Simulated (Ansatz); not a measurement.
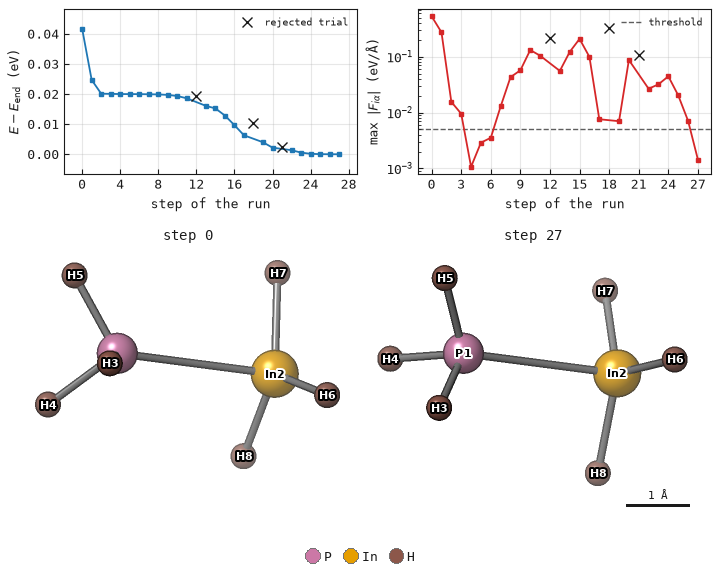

First and last geometry of a relaxation of InPH$_{6}$, with the history of the run. The picture is a ball-and-stick view, seen at a tilt.

The start comes from PBE-D4/def2-SVP.

These are results of Ansatz 0.2.0, RKS PBE0-D4/def2-TZVP, not measurements. (force threshold 0.005 eV/Å; at most 150 steps)

**Read the history and describe the run.**

It converged. The largest moves after the best rigid fit, 0.85 Å, are those of H3, H4 and H5. Largest moves by element: H 0.85 Å, In 0.05 Å, P 0.02 Å. Some distances before and after: P1–In2 2.844 → 2.782 Å, P1–H3 1.431 → 1.411 Å, In2–H6 1.750 → 1.731 Å. Groups turn about P1–In2 by about 60°. After 24 accepted moves (27 points after the start) the energy has fallen by 0.042 eV. The largest force component goes from 0.53 to 0.0014 eV/Å. The line search rejected the trial steps at points 12, 18, 21 of the run. The forces were under the threshold at step 4, but the run went on from there.
